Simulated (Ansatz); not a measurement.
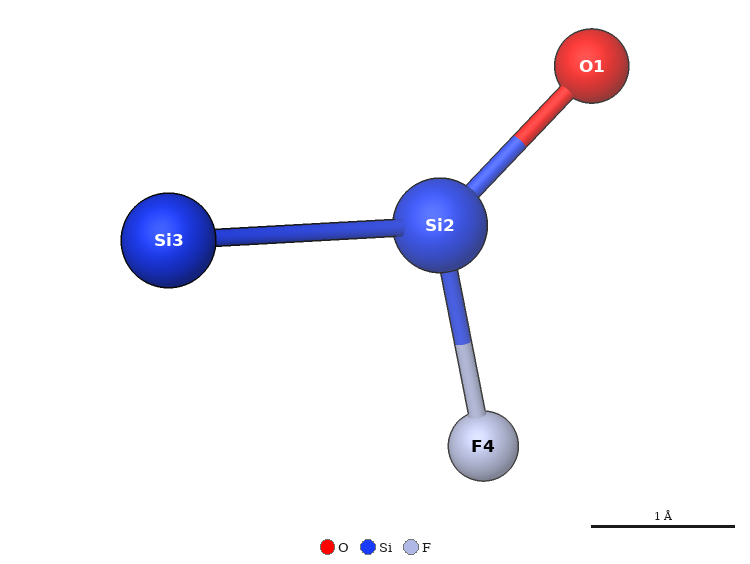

Orthographic view. Depth is shown by fading: the farther an atom, the more it takes the colour of the background. State: charge −1, singlet. The computed structure is the end point of a PBE-D4/def2-SVPD optimisation. No frequency run is at hand to confirm it as a minimum.

Give the geometry as a Z-matrix, atoms in numerical order, with these reference atoms: 2 to 1; 3 to 2, 1; 4 to 2, 1, 3.

```
O  
Si   1   1.587
Si   2   2.262   1   136.2
F    2   1.710   1   115.6   3   180.0
```
